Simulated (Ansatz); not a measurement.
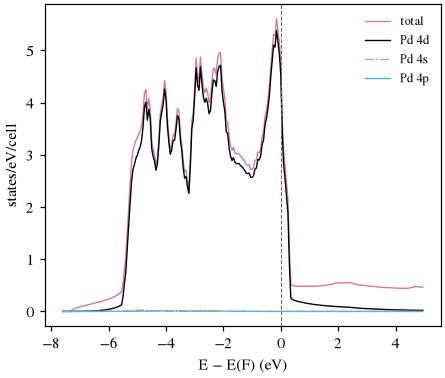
Figure: Total and projected density of states of Pd (hcp (Mg type), space group No. 194), DFT-PBEsol in the program Ansatz with PAW potentials

Problem. Which orbitals carry the states next to the Fermi level?

Solution. Within 0.5 eV of the Fermi level: Pd 4d 93 %, outside the projected shells 7 %. Projections are on Löwdin-orthogonalised atomic valence shells; empty p or d shells of many metals are not among them.

Space group P6_3/mmc (hcp (Mg type)). The first step of the workflow began from a Materials Project structure, measured or hypothetical; the Crystallography Open Database copy checked does not list it. It is not the phase usual at ambient conditions (space group No. 225). The PBEsol relaxation kept the symmetry of its start; whether a distortion lowers the energy is not shown. Spin order of the final state: ferromagnetic, the only order run, not a proven ground state. Spin–orbit coupling is left out wherever it is not named.

Potentials: the later of the program's two PAW sets.
